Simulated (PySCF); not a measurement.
Cl₄MoO, SMILES `O=[Mo](Cl)(Cl)(Cl)Cl`.

Computed with PySCF, ωB97X/def2-SVPD, geometry: GFN2-xTB. Core potentials replace the inner electrons of Mo; spin–orbit coupling isn't included. This is a single-reference result, which may miss multireference character in this system. No frequency check shows the geometry to be a minimum. GFN2-xTB bond lengths at metals and heavier atoms can be off by up to 0.1 Å and shapes distorted, which carries into these values.

Cartesian coordinates (Å):

```
O1      -0.0036   -0.0000    1.8847
Mo2     -0.0005   -0.0000    0.2553
Cl3      1.2828   -1.8334    0.1486
Cl4      0.9462    2.0278    0.1481
Cl5     -2.2294   -0.1943    0.1438
Cl6      0.0034   -0.0001   -1.9582
```

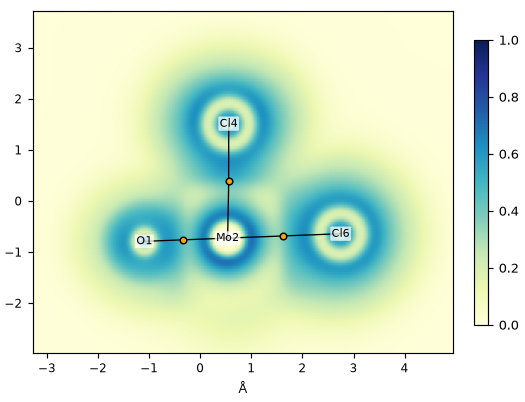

Localised orbital locator (LOL) in the plane of O1, Mo2, Cl4 and Cl6, with bond paths and bond critical points (dots).

Q: What values does LOL take at the bond critical points in this plane?

A: Mo2–Cl4: about 0.46; O1–Mo2: about 0.44; Mo2–Cl6: about 0.38. Values above 0.5 mark slow, localised electrons, as in shared pairs; low values at a critical point mark a polar or closed-shell contact whose critical point lies between the shells.

Run time: 11 s on 1 thread of AMD EPYC 9R45 96-Core Processor (Zen 5) (shared host), peak memory 0.71 GiB.
